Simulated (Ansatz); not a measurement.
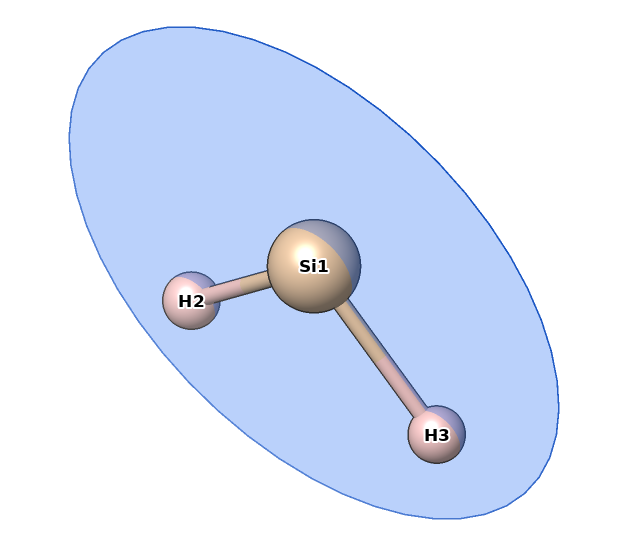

A disc through the centre of mass is drawn in. Distant atoms are faded towards the background colour. The geometry was computed by an optimisation with PBE0-D4/def2-TZVP.

Q: Is the plane of the disc a mirror plane of the structure?

A: Yes. The reflection leaves Si1, H2, H3 in place. The point group is C2v.
